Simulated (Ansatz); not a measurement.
LiSeO: several calculations on one system

Part 1: Relaxation

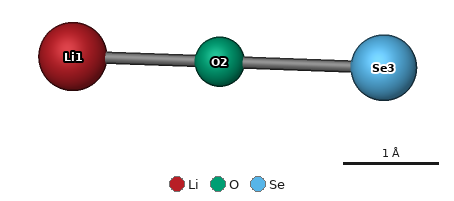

This is the input geometry for a relaxation of LiSeO (multiplicity 2). Style: ball-and-stick. Shown at a tilt.

Level of theory: Ansatz 0.2.0, UKS PBE0-D4/def2-TZVP.

The input:
```yaml
crystal:
  periodic: [false, false, false]
  atoms:
    - {symbol: Li, position_ang: [0.680620, -1.472560, 0.216700]}
    - {symbol: O, position_ang: [0.024940, -0.055520, 0.007770]}
    - {symbol: Se, position_ang: [-0.705560, 1.528080, -0.224480]}
basis:
  gaussian: {orbitals: def2-TZVP}
magnetization: {spin_polarized: true, initial_magnetization: 1}
hamiltonian: {xc: pbe0, dispersion: d4}
relax: {f_tol: 0.005, max_steps: 200}
```

What does the optimiser find from here?

Answer. The atom that moves furthest after the best rigid fit is O2 (0.026 Å). Largest moves by element: O 0.026 Å, Li 0.016 Å, Se 0.010 Å. Some distances before and after: Li1–O2 1.575 → 1.617 Å, O2–Se3 1.759 → 1.723 Å. After 3 geometry steps the energy has fallen by 0.74 kcal/mol. The largest force component goes from 1.5 to 0.0016 eV/Å. The run took roughly 50 core-seconds on a shared host.

The structure at the end:

```xyz
3

Li    0.6871   -1.4867    0.2187
O     0.0143   -0.0321    0.0044
Se   -0.7014    1.5188   -0.2232
```

Part 2: A change

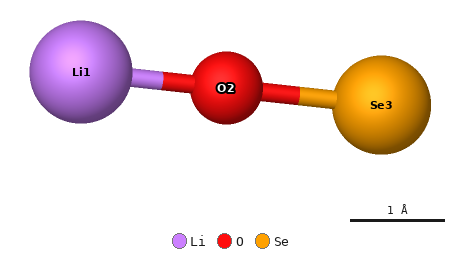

Reference structure: LiSeO (multiplicity 2). A ball-and-stick model, seen at a tilt.

Level of theory: Ansatz, UKS PBE0-D4/def2-TZVPP. 

Now this is done to it. All atoms are moved at random (σ = 0.12 Å) from the PBE0-D4/def2-TZVP minimum.

### What does the calculation give for the changed structure?

Energy change: +0.016 eV. The largest force is 0.5 eV/Å, on Se3. The forces point partly back along the displacements (cosine −0.38). At other levels of theory the same distortion costs −0.002 eV (UKS PBE-D4/def2-TZVPP), 0.006 eV (UKS r2SCAN-D4/def2-TZVPP), 0.014 eV (UKS wB97M-V/def2-TZVPP), 0.004 eV (UHF-CCSD(T), frozen core with filled d shells/def2-TZVPP). Near-neighbour distances before and after: Li1–O2 1.617 → 1.655 Å, O2–Se3 1.723 → 1.740 Å. Bond angles that change, for instance: Li1–O2–Se3 179.9° → 167.2°.

The changed structure in the same view:

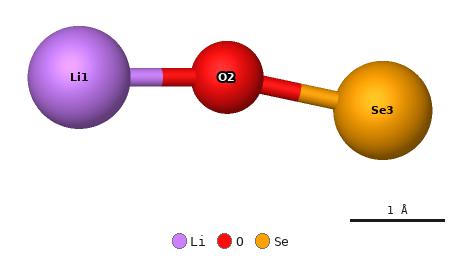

Part 3: A change

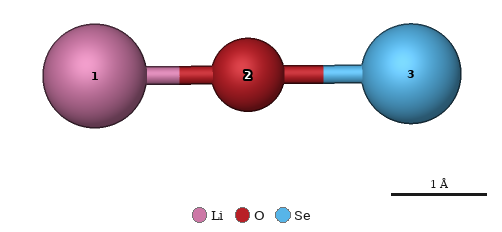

This is LiSeO (multiplicity 2). A ball-and-stick model, seen face on.

All numbers below come from UKS wB97M-V/def2-TZVPP (Ansatz 0.2.0). 

The variant: All atoms are moved at random (σ = 0.09 Å) from the PBE0-D4/def2-TZVP minimum.

The input:
```yaml
crystal:
  periodic: [false, false, false]
  atoms:
    - {symbol: Li, position_ang: [0.658635, -1.581084, 0.294192]}
    - {symbol: O, position_ang: [0.025839, -0.071217, -0.049480]}
    - {symbol: Se, position_ang: [-0.746466, 1.442677, -0.300919]}
basis:
  gaussian: {orbitals: def2-TZVPP}
magnetization: {spin_polarized: true, initial_magnetization: 1}
hamiltonian: {xc: {name: wB97M-V}}
output: {forces: true}
```

**What is the effect?**

The energy rises by 1.63 kJ/mol. The largest force is 0.83 eV/Å, on O2. The forces point partly back along the displacements (cosine −0.45). At other levels of theory the same distortion costs 1.50 kJ/mol (UKS PBE-D4/def2-TZVPP), 1.23 kJ/mol (UKS r2SCAN-D4/def2-TZVPP), 1.82 kJ/mol (UKS PBE0-D4/def2-TZVPP), 1.46 kJ/mol (UHF-CCSD(T), frozen core with filled d shells/def2-TZVPP). Near-neighbour distances before and after: Li1–O2 1.617 → 1.673 Å, O2–Se3 1.723 → 1.718 Å. Bond angles that change, for instance: Li1–O2–Se3 179.9° → 174.6°.

Part 4: Distortion

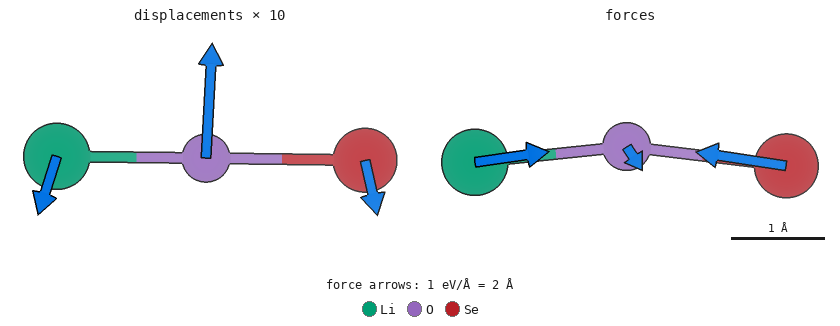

Left: LiSeO (multiplicity 2), with blue arrows for the displacements applied to it. Right: the displaced structure with the computed forces. A ball-and-stick model, seen at a tilt.

Method: UKS PBE0-D4/def2-TZVPP in Ansatz 0.2.0. 

Q: How do the forces relate to the distortion?

A: All atoms are moved at random (σ = 0.12 Å) from the PBE0-D4/def2-TZVP minimum. The energy rises by 1.57 kJ/mol. The largest force is 0.5 eV/Å, on the Se atom. The forces point partly back along the displacements (cosine −0.38). At other levels of theory the same distortion costs −0.24 kJ/mol (UKS PBE-D4/def2-TZVPP), 0.54 kJ/mol (UKS r2SCAN-D4/def2-TZVPP), 1.38 kJ/mol (UKS wB97M-V/def2-TZVPP), 0.43 kJ/mol (UHF-CCSD(T), frozen core with filled d shells/def2-TZVPP). Some distances before and after: Li–O 1.617 → 1.655 Å, O–Se 1.723 → 1.740 Å. Among the angles between lasting bonds that change: Li–O–Se 179.9° → 167.2°.

Part 5: Distortion

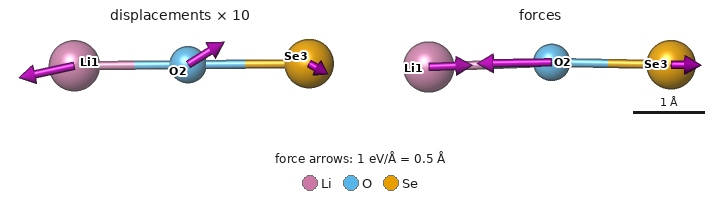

Left: LiSeO (multiplicity 2), with purple arrows for the displacements applied to it. Right: the displaced structure with the computed forces. Style: ball-and-stick. Shown face on.

Theory: UKS wB97M-V/def2-TZVPP in Ansatz. 

Q: Describe the distortion and the response.

A: All atoms are moved at random (σ = 0.09 Å) from the PBE0-D4/def2-TZVP minimum. It costs 9.73 kJ/mol. The largest force is 2.1 eV/Å, on O2. The forces point partly back along the displacements (cosine −0.67). At other levels of theory the same distortion costs 10.3 kJ/mol (UKS PBE-D4/def2-TZVPP), 9.06 kJ/mol (UKS r2SCAN-D4/def2-TZVPP), 10.0 kJ/mol (UKS PBE0-D4/def2-TZVPP), 9.88 kJ/mol (UHF-CCSD(T), frozen core with filled d shells/def2-TZVPP). Some distances before and after: Li1–O2 1.617 → 1.750 Å, O2–Se3 1.723 → 1.699 Å. Among the angles between lasting bonds that change: Li1–O2–Se3 179.9° → 176.7°.
